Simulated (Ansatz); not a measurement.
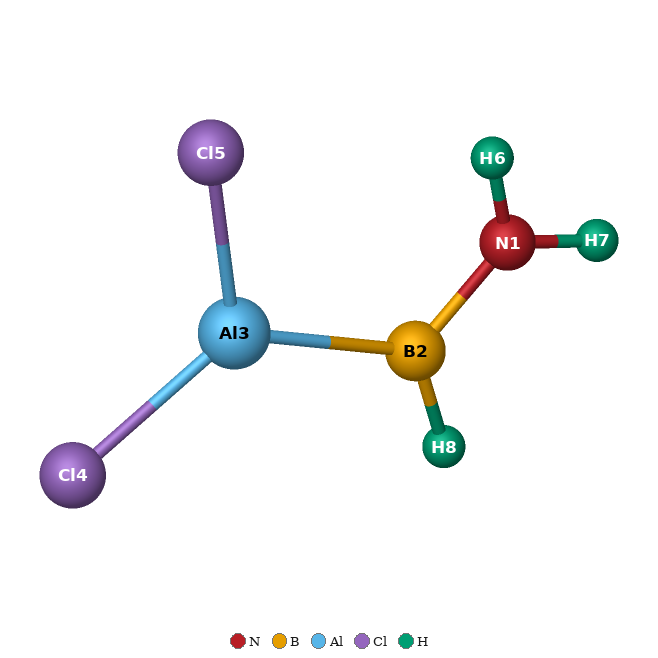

Harmonic vibrations computed with RKS PBE0-D4/def2-TZVP (Ansatz 0.2.0) at a stationary point of the same level.

Q: How many imaginary frequencies does it have?

A: A minimum: no imaginary frequency, and the lowest mode lies at 62 cm⁻¹.

Q: List the wavenumbers.

A: 18 modes: 62, 68, 144, 179, 264, 412, 517, 576, 606, 694, 881, 926, 1142, 1349, 1648, 2607, 3580, 3671 cm⁻¹.
